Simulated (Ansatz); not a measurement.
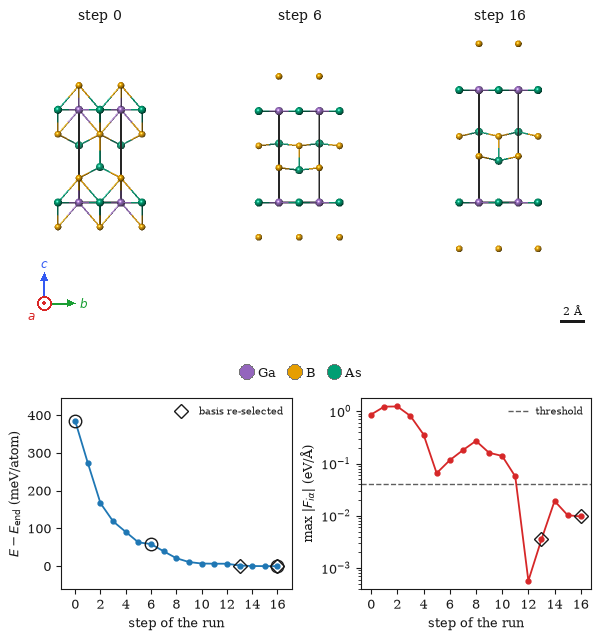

Frames of a relaxation of crystalline GaB2As3 (a generated structure, set up in P-4m2) (coarse preliminary run), marked on the history of the run. A ball-and-stick model of the cell of the calculation, seen along the a axis.

Level of theory: DFT PBE, scalar-relativistic, plane waves, PAW in Ansatz 0.2.0.

Input
```yaml
crystal:
  lattice:
    - [3.61383082, 0.0, 0.0]
    - [0.0, 3.61383082, 0.0]
    - [0.0, 0.0, 7.97630895]
  atoms:
    - { symbol: Ga, position: [0.0, 0.0, 0.0] }
    - { symbol: B, position: [0.0, 0.5, 0.73650002] }
    - { symbol: B, position: [0.5, 0.0, 0.26349998] }
    - { symbol: As, position: [0.5, 0.5, 0.0] }
    - { symbol: As, position: [0.0, 0.5, 0.38350001] }
    - { symbol: As, position: [0.5, 0.0, 0.61649999] }
basis:
  ecutwfc: 420
kpoints:
  mp_grid: { grid: [6, 6, 2] }
hamiltonian:
  xc: pbe
scf:
  occupations: { method: gaussian, width: 0.1 }
  lower_state_search: "off"
output:
  forces: true
  stress: true
  eigenvalues: true
relax:
  adjacent_minimum: "off"
  f_tol: 0.04
  max_steps: 70
  cell: { stress_tol: 0.4 }
```

Launched with:
```bash
ansatz run input.yaml --threads 1 --pin off --max-ram 2560MiB --backend cpu --events-out ev --progress --plain --runs-dir out
```

### Describe the path.

The largest moves relative to the cell, 1.43 Å, are those of B2 and B3. B2 goes along −c. Largest moves by element: B 1.43 Å, As 0.12 Å. Ga stays in place. The drawn cell changes as follows: a = b 3.614 → 3.390 Å (−6.2 %), c 7.976 → 9.673 Å (+21.3 %); the volume changes by +6.7 %. Near-neighbour distances that change, for instance: Ga1–B2 2.772 → 4.327 Å, B2–As4 2.772 → 4.327 Å, B2–As5 2.816 → 2.098 Å, B2–As6 2.729 → 2.428 Å. The space group stays P-4m2 (No. 115). After 14 accepted moves (16 points after the start) the energy has fallen by 385 meV per atom. The largest force component goes from 0.87 to 0.0097 eV/Å. Pressure: −8.52 GPa at the start and 0.01 GPa at the end. At 2 points the geometry stayed and the basis and grid were re-selected for the new cell (energy shift of 4.7 meV per atom at most each time). Cost: 2.2 min on 1 thread of Arm Neoverse V2, with other jobs on the host, peak memory 0.37 GiB. From step 0 to 6: B atoms move most (0.92 Å), volume −8.8 %, energy −326 meV per atom. From step 6 to 16: B atoms move most (0.30 Å), volume +17.0 %, energy −58.7 meV per atom.

| step | E − E(0), meV/atom | largest force component, eV/Å | pressure, GPa | volume, Å³/atom | note |
| --- | --- | --- | --- | --- | --- |
| 0 | 0.00 | 0.8673 | -8.52 | 17.361 |  |
| 1 | -111.36 | 1.2280 | -4.36 | 15.911 |  |
| 2 | -217.80 | 1.2370 | 0.01 | 14.964 |  |
| 3 | -265.98 | 0.8129 | 3.84 | 14.672 |  |
| 4 | -293.98 | 0.3593 | 0.24 | 15.110 |  |
| 5 | -321.69 | 0.0654 | -0.16 | 15.586 |  |
| 6 | -326.23 | 0.1157 | 0.52 | 15.840 |  |
| 7 | -345.36 | 0.1801 | 0.51 | 16.324 |  |
| 8 | -363.65 | 0.2713 | 1.11 | 16.754 |  |
| 9 | -373.81 | 0.1608 | 1.24 | 17.120 |  |
| 10 | -377.75 | 0.1398 | -0.62 | 18.028 |  |
| 11 | -378.24 | 0.0566 | 0.18 | 17.877 |  |
| 12 | -378.31 | 0.0006 | -0.01 | 17.875 |  |
| 13 | -383.01 | 0.0035 | 0.34 | 17.875 | same geometry, new basis |
| 14 | -384.43 | 0.0192 | 0.17 | 18.254 |  |
| 15 | -384.63 | 0.0103 | 0.01 | 18.526 |  |
| 16 | -384.94 | 0.0097 | 0.01 | 18.526 | same geometry, new basis |

Limits of the set-up: the k-point mesh is coarse for a cell with partly filled bands.
